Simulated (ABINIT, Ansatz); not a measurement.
# How the form of the self-energy moves the gap of SiC (Moissanite)

Wanted: the gap of SiC (Moissanite) under several approximations, with cost.

Method: PBE and many-body steps on it, plane waves, in ABINIT 10.8.3.

**The experiments to reproduce.**

- Gap 3.33 eV: band gap at cryogenic temperature; bulk crystal (literature value) (quoted in “Silicon carbide diodes for neutron detection”, 2020, arxiv:2009.14696).

**1. The starting structure**

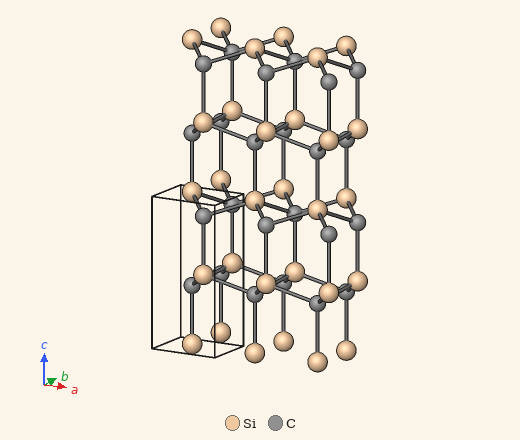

The starting structure, seen slightly off an axis (silicon light orange, carbon grey). 3×2×2 cells are drawn. Some periodic images of atoms are drawn too.

The cell and positions come from the Crystallography Open Database and are kept as given unless a step says otherwise.

**2. Empty states on the mesh, 6×6×4 mesh, 553 bands**

This step: ABINIT 10.8.3; DFT, PBE, plane waves, norm-conserving pseudopotentials.

The sums over transitions need many empty states on a uniform mesh; this step solves for them.

run.abi reads:

```
acell 3*1.0 Angstrom
rprim 
  3.075999999976 0.000000000005 0.000000000000
  -1.537999999993 2.663894142018 0.000000000000
  0.000000000000 0.000000000000 5.048000000000
ntypat 2
znucl 14 6
natom 4
typat 1 1 2 2
xred 
  0.333333333333 0.666666666667 0.000000000000
  0.666666666667 0.333333333333 0.500000000000
  0.333333333333 0.666666666667 0.385000000000
  0.666666666667 0.333333333333 0.885000000000
pp_dirpath "pseudos"
pseudos "Si.upf, C.upf"
ecut 37
ngkpt 6 6 4
nshiftk 1
shiftk 0 0 0
kptopt 1
chksymbreak 0
irdden 1
istwfk *1
nband 553
prtvol 0
optdriver 6
gwr_task "HDIAGO"
paral_kgb 0
occopt 1
indata_prefix "in"
outdata_prefix "out"
tmpdata_prefix "tmp"
```

Launch:

```
$ OMP_NUM_THREADS=1 mpirun -n 4 abinit run.abi > log
```

The log of the run:

```text
.Version 10.8.3 of ABINIT. v10.8.2 released Aug 2026.

 Symmetries : space group P6_3 m c (#186); Bravais hP (primitive hexag.)
[... echo of the input left out ...]
== DATASET  1 ==================================================================
-   mpi_nproc: 4, omp_nthreads: 1 (-1 if OMP is not activated)

--- !DatasetInfo
iteration_state: {dtset: 1, }
dimensions: {natom: 4, nkpt: 21, mband: 553, nsppol: 1, nspinor: 1, nspden: 1, mpw: 3018, }
cutoff_energies: {ecut:  37.0, pawecutdg:  -1.0, }
[...]
Indirect band gap semiconductor
 Fundamental gap:     2.329 (eV)
   VBM:     7.139 (eV) at k: [ 0.0000E+00,  0.0000E+00,  0.0000E+00]
   CBM:     9.468 (eV) at k: [ 3.3333E-01,  3.3333E-01,  0.0000E+00]
 Direct gap:         4.083 (eV) at k: [ 5.0000E-01,  0.0000E+00,  0.0000E+00]

== END DATASET(S) ==============================================================
================================================================================

 -outvars: echo values of variables after computation  --------
           etotal      0.0000000000E+00
            nband         553
             nkpt          21
          spgroup         186
 [... the other variables as echoed above ...]

 Calculation completed.
```

Wall time 84 s (4 MPI ranks of Intel Xeon Platinum 8488C (Sapphire Rapids), shared host); peak memory 2.3 GiB.

This step gave:

* gap: 2.329 eV
* k of the valence top: 0, 0, 0
* k of the conduction bottom: 0.3333, 0.3333, 0
* least direct gap: 4.083 eV
* k points computed: 21
* lowest point of the top converged band, above the valence top: 296.1067 eV

On this mesh the gap is 2.329 eV.

The density comes from a self-consistent run that is not shown.

**3. Screening, 6×6×4 mesh, 227 bands, screening to 247.6 eV**

The RPA dielectric matrix is built and inverted for each q.

This step: RPA screening on PBE, plane waves, norm-conserving pseudopotentials.

run.abi, as its differences from that of step 2:

```diff
@@ -22,10 +22,11 @@
 chksymbreak 0
-irdden 1
 istwfk *1
-nband 553
-prtvol 0
-optdriver 6
-gwr_task "HDIAGO"
-paral_kgb 0
 occopt 1
+irdwfk 1
+optdriver 3
+nband 227
+ecuteps 9.1
+inclvkb 2
+awtr 1
+symchi 1
 indata_prefix "in"
```

The log of the run:

```text
.Version 10.8.3 of ABINIT. v10.8.2 released Aug 2026.

 Symmetries : space group P6_3 m c (#186); Bravais hP (primitive hexag.)
[... echo of the input left out ...]
== DATASET  1 ==================================================================
-   mpi_nproc: 4, omp_nthreads: 1 (-1 if OMP is not activated)

--- !DatasetInfo
iteration_state: {dtset: 1, }
dimensions: {natom: 4, nkpt: 21, mband: 227, nsppol: 1, nspinor: 1, nspden: 1, mpw: 3018, }
cutoff_energies: {ecut:  37.0, pawecutdg:  -1.0, }
electrons: {nelect:   1.60000000E+01, charge:   0.00000000E+00, occopt:   1.00000000E+00, tsmear:   1.00000000E-02, }

 SCREENING: Calculation of the susceptibility and dielectric matrices

 Based on a program developped by R.W. Godby, V. Olevano, G. Onida, and L. Reining.
 Incorporated in ABINIT by V. Olevano, G.-M. Rignanese, and M. Torrent.
.Using double precision arithmetic ; gwpc =  8

[... cell and pseudopotentials left out ...]
--------------------------------------------------------------------------------

 ==== K-mesh for the wavefunctions ====
 Number of points in the irreducible wedge :    21
[... list of points left out ...]
 Together with 12 symmetry operations and time-reversal symmetry
 yields   144 points in the full Brillouin Zone.

 ==== Q-mesh for the screening function ====
 Number of points in the irreducible wedge :    21
[... list of points left out ...]
 Together with 12 symmetry operations and time-reversal symmetry
 yields   144 points in the full Brillouin Zone.

 setmesh: FFT mesh size selected  =    24x   24x   40
          total number of points  =        23040

 vcoul_init : cutoff-mode = AUXILIARY_FUNCTION
 q-points for optical limit:   1
     1)      0.000010    0.000020    0.000030

- screening: taking advantage of time-reversal symmetry
- Maximum band index for partially occupied states nbvw = 8
- Remaining bands to be divided among processors   nbcw = 219
- Number of bands treated by each node ~54

 Number of electrons calculated from density =   16.0000; Expected =   16.0000
 average of density, n =  0.057319
 r_s =    1.6089
 omega_plasma =   23.0944 [eV]

 calculating chi0 at frequencies [eV] :
  1    0.000000E+00    0.000000E+00
  2    0.000000E+00    2.309436E+01

--------------------------------------------------------------------------------
  q-point number  1        q = ( 0.000000, 0.000000, 0.000000) [r.l.u.]
--------------------------------------------------------------------------------
[... chi0 elements left out ...]
 For q-point:  0.000010 0.000020 0.000030
  dielectric constant =   6.8433
  dielectric constant without local fields =   7.4946

  Average fulfillment of the sum rule on Im[epsilon] for q-point    1 :     93.90  [%]
[... wings left out ...]
  q-point number  2        q = ( 0.166667, 0.000000, 0.000000) [r.l.u.]
--------------------------------------------------------------------------------
[... chi0 elements left out ...]
  Average fulfillment of the sum rule on Im[epsilon] for q-point    2 :     96.17  [%]

 [... 19 further q-points ...]
```

It took 6.6 min on 4 MPI ranks; peak memory 2.6 GiB.

This step gave:

```
ε∞ with local fields, on this mesh, along the program's q direction : 6.843
the same without local fields                                       : 7.495
plasma frequency                                                    : 23.09 eV
plane waves in the screening matrix                                 : 373
```

Local fields lower ε∞ by 9 %.

**4. G0W0, Godby-Needs plasmon pole**

The self-energy is evaluated for the states that the input lists, and the levels follow from it, in one-shot runs by the linearised quasiparticle equation.

This step: G0W0 on PBE, plane waves, norm-conserving pseudopotentials.

run.abi, as its differences from that of step 3:

```diff
@@ -25,8 +25,19 @@
 irdwfk 1
-optdriver 3
+optdriver 4
 nband 227
+gwcalctyp 0
+ecutsigx 37
+symsigma 1
+nkptgw 3
+kptgw 
+  0.0000000000 0.0000000000 0.0000000000
+  0.3333333333 0.3333333333 0.0000000000
+  0.5000000000 0.0000000000 0.0000000000
+bdgw 
+  6 10
+  7 10
+  7 10
 ecuteps 9.1
-inclvkb 2
-awtr 1
-symchi 1
+irdscr 1
+ppmodel 1
 indata_prefix "in"
```

The log of the run:

```text
.Version 10.8.3 of ABINIT. v10.8.2 released Aug 2026.

 Symmetries : space group P6_3 m c (#186); Bravais hP (primitive hexag.)
[... echo of the input left out ...]
== DATASET  1 ==================================================================
-   mpi_nproc: 4, omp_nthreads: 1 (-1 if OMP is not activated)

--- !DatasetInfo
iteration_state: {dtset: 1, }
dimensions: {natom: 4, nkpt: 21, mband: 227, nsppol: 1, nspinor: 1, nspden: 1, mpw: 3018, }
cutoff_energies: {ecut:  37.0, pawecutdg:  -1.0, }
electrons: {nelect:   1.60000000E+01, charge:   0.00000000E+00, occopt:   1.00000000E+00, tsmear:   1.00000000E-02, }

 SIGMA: Calculation of the GW corrections

 Based on a program developped by R.W. Godby, V. Olevano, G. Onida, and L. Reining.
 Incorporated in ABINIT by V. Olevano, G.-M. Rignanese, and M. Torrent.
.Using double precision arithmetic ; gwpc =  8

[... cell and pseudopotentials left out ...]
--------------------------------------------------------------------------------

 ==== K-mesh for the wavefunctions ====
 Number of points in the irreducible wedge :    21
[... list of points left out ...]
 Together with 12 symmetry operations and time-reversal symmetry
 yields   144 points in the full Brillouin Zone.

 ==== Q-mesh for screening function ====
 Number of points in the irreducible wedge :    21
[... list of points left out ...]
 Together with 12 symmetry operations and time-reversal symmetry
 yields   144 points in the full Brillouin Zone.

 vcoul_init : cutoff-mode = AUXILIARY_FUNCTION
 q-points for optical limit:   1
     1)      0.000010    0.000020    0.000030
 setmesh: FFT mesh size selected  =    27x   27x   54
          total number of points  =        39366

 Number of electrons calculated from density =   16.0000; Expected =   16.0000
 average of density, n =  0.057319
 r_s =    1.6089
 omega_plasma =   23.0944 [eV]

 === KS Band Gaps ===
  >>>> For spin  1
   Minimum direct gap =   4.0829 [eV], located at k-point      :   0.5000  0.0000  0.0000
   Fundamental gap    =   2.3294 [eV], Top of valence bands at :   0.0000  0.0000  0.0000
                                       Bottom of conduction at :   0.3333  0.3333  0.0000
 SIGMA fundamental parameters:
 PLASMON POLE MODEL  1
 number of plane-waves for SigmaX                 2997
 number of plane-waves for SigmaC and W            373
 number of plane-waves for wavefunctions          2997
 number of bands                                   227
 number of independent spin polarizations            1
 number of spinorial components                      1
 number of k-points in IBZ                          21
 number of q-points in IBZ                          21
 number of symmetry operations                      12
 number of k-points in BZ                          144
 number of q-points in BZ                          144
 number of frequencies for dSigma/dE                 9
 frequency step for dSigma/dE [eV]                0.25
 number of omega for Sigma on real axis              0
 max omega for Sigma on real axis  [eV]           0.00
 zcut for avoiding poles [eV]                     0.10

 EPSILON^-1 parameters (SCR file):
 dimension of the eps^-1 matrix on file            373
 dimension of the eps^-1 matrix used               373
 number of plane-waves for wavefunctions          2997
 number of bands                                   227
 number of q-points in IBZ                          21
 number of frequencies                               2
 number of real frequencies                          1
 number of imag frequencies                          1

 matrix elements of self-energy operator (all in [eV])

 Perturbative Calculation

--- !SelfEnergy_ee
iteration_state: {dtset: 1, }
kpoint     : [   0.000,    0.000,    0.000, ]
spin       : 1
KS_gap     :    4.620
QP_gap     :    5.500
Delta_QP_KS:    0.880
data: !SigmaeeData |
     Band     E0 <VxcDFT>   SigX SigC(E0)      Z dSigC/dE  Sig(E)    E-E0       E
        6   6.864 -15.055 -17.694   1.893   0.791  -0.264 -15.646  -0.591   6.273
        7   6.864 -15.055 -17.694   1.893   0.791  -0.264 -15.646  -0.591   6.273
        8   7.139 -14.882 -17.276   1.686   0.793  -0.261 -15.443  -0.561   6.577
        9  11.758 -12.188  -7.007  -4.785   0.805  -0.242 -11.869   0.319  12.077
       10  13.157 -12.746  -7.214  -5.184   0.793  -0.261 -12.470   0.276  13.433

--- !SelfEnergy_ee
iteration_state: {dtset: 1, }
kpoint     : [   0.333,    0.333,    0.000, ]
spin       : 1
KS_gap     :    6.371
QP_gap     :    7.430
Delta_QP_KS:    1.059
data: !SigmaeeData |
     Band     E0 <VxcDFT>   SigX SigC(E0)      Z dSigC/dE  Sig(E)    E-E0       E
        7   3.097 -12.979 -16.874   2.739   0.781  -0.280 -13.882  -0.903   2.194
[...]
--- !SelfEnergy_ee
iteration_state: {dtset: 1, }
kpoint     : [   0.500,    0.000,    0.000, ]
spin       : 1
KS_gap     :    4.083
QP_gap     :    5.034
Delta_QP_KS:    0.952
data: !SigmaeeData |
     Band     E0 <VxcDFT>   SigX SigC(E0)      Z dSigC/dE  Sig(E)    E-E0       E
[...]
8   5.651 -14.535 -17.688   2.213   0.788  -0.268 -15.276  -0.741   4.909
        9   9.734 -10.592  -6.058  -4.278   0.821  -0.219 -10.382   0.210   9.944
       10  11.338 -11.767  -6.941  -4.409   0.809  -0.237 -11.429   0.338  11.676

== END DATASET(S) ==============================================================
================================================================================

 -outvars: echo values of variables after computation  --------
           etotal      0.0000000000E+00
            nband         227
             nkpt          21
          spgroup         186
 [... the other variables as echoed above ...]

 Calculation completed.
```

Wall time 2 min (4 MPI ranks); peak memory 2.9 GiB.

Numbers from this step:

* G0W0 gap on the points computed: 3.048 eV
* starting gap on the mesh: 2.329 eV
* k of the valence top: 0, 0, 0
* k of the conduction bottom: 0.3333, 0.3333, 0
* Z at the valence top: 0.793
* Z at the conduction bottom: 0.825
* least direct G0W0 gap on the computed points: 5.035 eV

The gap on the mesh goes from 2.33 eV to 3.05 eV, a correction of +0.72 eV.

**5. G0W0, Hybertsen-Louie plasmon pole**

run.abi, as its differences from that of step 4:

```diff
@@ -41,3 +41,3 @@
 irdscr 1
-ppmodel 1
+ppmodel 2
 indata_prefix "in"
```

The log of the run:

```text
.Version 10.8.3 of ABINIT. v10.8.2 released Aug 2026.

 Symmetries : space group P6_3 m c (#186); Bravais hP (primitive hexag.)
[... echo of the input left out ...]
== DATASET  1 ==================================================================
-   mpi_nproc: 4, omp_nthreads: 1 (-1 if OMP is not activated)

--- !DatasetInfo
iteration_state: {dtset: 1, }
dimensions: {natom: 4, nkpt: 21, mband: 227, nsppol: 1, nspinor: 1, nspden: 1, mpw: 3018, }
cutoff_energies: {ecut:  37.0, pawecutdg:  -1.0, }
electrons: {nelect:   1.60000000E+01, charge:   0.00000000E+00, occopt:   1.00000000E+00, tsmear:   1.00000000E-02, }

 SIGMA: Calculation of the GW corrections

 Based on a program developped by R.W. Godby, V. Olevano, G. Onida, and L. Reining.
 Incorporated in ABINIT by V. Olevano, G.-M. Rignanese, and M. Torrent.
.Using double precision arithmetic ; gwpc =  8

[... cell and pseudopotentials left out ...]
--------------------------------------------------------------------------------

 ==== K-mesh for the wavefunctions ====
 Number of points in the irreducible wedge :    21
[... list of points left out ...]
 Together with 12 symmetry operations and time-reversal symmetry
 yields   144 points in the full Brillouin Zone.

 ==== Q-mesh for screening function ====
 Number of points in the irreducible wedge :    21
[... list of points left out ...]
 Together with 12 symmetry operations and time-reversal symmetry
 yields   144 points in the full Brillouin Zone.

 vcoul_init : cutoff-mode = AUXILIARY_FUNCTION
 q-points for optical limit:   1
     1)      0.000010    0.000020    0.000030
 setmesh: FFT mesh size selected  =    27x   27x   54
          total number of points  =        39366

 Number of electrons calculated from density =   16.0000; Expected =   16.0000
[...]
number of plane-waves for wavefunctions          2997
 number of bands                                   227
 number of q-points in IBZ                          21
 number of frequencies                               2
 number of real frequencies                          1
 number of imag frequencies                          1

 matrix elements of self-energy operator (all in [eV])

 Perturbative Calculation

--- !SelfEnergy_ee
iteration_state: {dtset: 1, }
kpoint     : [   0.000,    0.000,    0.000, ]
spin       : 1
KS_gap     :    4.620
QP_gap     :    5.591
Delta_QP_KS:    0.972
data: !SigmaeeData |
     Band     E0 <VxcDFT>   SigX SigC(E0)      Z dSigC/dE  Sig(E)    E-E0       E
        6   6.864 -15.055 -17.694   1.446   0.816  -0.226 -16.028  -0.973   5.891
        7   6.864 -15.055 -17.694   1.446   0.816  -0.226 -16.028  -0.973   5.891
        8   7.139 -14.882 -17.276   1.274   0.816  -0.226 -15.796  -0.914   6.225
[...]
--- !SelfEnergy_ee
iteration_state: {dtset: 1, }
kpoint     : [   0.333,    0.333,    0.000, ]
spin       : 1
KS_gap     :    6.371
QP_gap     :    7.569
Delta_QP_KS:    1.198
data: !SigmaeeData |
     Band     E0 <VxcDFT>   SigX SigC(E0)      Z dSigC/dE  Sig(E)    E-E0       E
[...]
--- !SelfEnergy_ee
iteration_state: {dtset: 1, }
kpoint     : [   0.500,    0.000,    0.000, ]
spin       : 1
KS_gap     :    4.083
QP_gap     :    5.181
Delta_QP_KS:    1.098
data: !SigmaeeData |
     Band     E0 <VxcDFT>   SigX SigC(E0)      Z dSigC/dE  Sig(E)    E-E0       E
[...]
9   9.734 -10.592  -6.058  -4.569   0.838  -0.193 -10.622  -0.029   9.704
       10  11.338 -11.767  -6.941  -4.709   0.830  -0.205 -11.669   0.098  11.436

== END DATASET(S) ==============================================================
================================================================================

 -outvars: echo values of variables after computation  --------
           etotal      0.0000000000E+00
            nband         227
             nkpt          21
          spgroup         186
 [... the other variables as echoed above ...]

 Calculation completed.
```

Wall time 2 min (4 MPI ranks); peak memory 2.8 GiB.

Numbers from this step:

```yaml
g0w0_gap_on_the_points_computed: 3.176 eV
starting_gap_on_the_mesh: 2.329 eV
k_of_the_valence_top: 0, 0, 0
k_of_the_conduction_bottom: 0.3333, 0.3333, 0
z_at_the_valence_top: 0.816
z_at_the_conduction_bottom: 0.842
least_direct_g0w0_gap_on_the_computed_points: 5.180 eV
```

Against G0W0 in ABINIT (6×6×4 mesh, 227 bands, screening to 247.6 eV, Godby-Needs plasmon pole), the gap moves by +0.128 eV.

**6. G0W0, Engel-Farid plasmon pole**

run.abi, as its differences from that of step 5:

```diff
@@ -41,3 +41,3 @@
 irdscr 1
-ppmodel 2
+ppmodel 4
 indata_prefix "in"
```

The log of the run:

```text
.Version 10.8.3 of ABINIT. v10.8.2 released Aug 2026.

 Symmetries : space group P6_3 m c (#186); Bravais hP (primitive hexag.)
[... echo of the input left out ...]
== DATASET  1 ==================================================================
-   mpi_nproc: 4, omp_nthreads: 1 (-1 if OMP is not activated)

--- !DatasetInfo
iteration_state: {dtset: 1, }
dimensions: {natom: 4, nkpt: 21, mband: 227, nsppol: 1, nspinor: 1, nspden: 1, mpw: 3018, }
cutoff_energies: {ecut:  37.0, pawecutdg:  -1.0, }
[...]
Band     E0 <VxcDFT>   SigX SigC(E0)      Z dSigC/dE  Sig(E)    E-E0       E
[...]
9   9.734 -10.592  -6.058  -4.536   0.832  -0.202 -10.593  -0.001   9.733
       10  11.338 -11.767  -6.941  -4.688   0.821  -0.217 -11.653   0.114  11.452

== END DATASET(S) ==============================================================
================================================================================

 -outvars: echo values of variables after computation  --------
           etotal      0.0000000000E+00
            nband         227
             nkpt          21
          spgroup         186
 [... the other variables as echoed above ...]

 Calculation completed.
```

It took 50 s on 4 MPI ranks; peak memory 2.6 GiB.

This step gave:

| Quantity | Value |
| --- | --- |
| G0W0 gap on the points computed | 3.204 eV |
| starting gap on the mesh | 2.329 eV |
| k of the valence top | 0, 0, 0 |
| k of the conduction bottom | 0.3333, 0.3333, 0 |
| least direct G0W0 gap on the computed points | 5.173 eV |

Against G0W0 in ABINIT (6×6×4 mesh, 227 bands, screening to 247.6 eV, Godby-Needs plasmon pole), the gap moves by +0.156 eV.

(Part 1 of 2 ends here.)

[Paths, hosts, dates, memory and timing lines, banners, echoed tables and standing remarks are left out of the program output.]

[Logs are printed without paths, hosts, clocks, repeated set-up lines and the standing remarks that a program may print on its own settings, such as how far it seeks lower states.]

[Runs of the session that timed out or met a known fault of the program may be left out.]

[Hosts, paths, dates, database ids (printed as entryN), source tags and the programs' standing remarks are cut or masked in the printed files.]

[G0W0 gaps are taken among the corrected bands and points alone; a level outside them can change the order at an edge.]

[Where Ansatz stands beside ABINIT at settings called matched, ABINIT's density can come from a denser mesh and the files from another edition; pairs whose starting gaps differed by over 0.03 eV were left out, so agreement reads better than it is.]
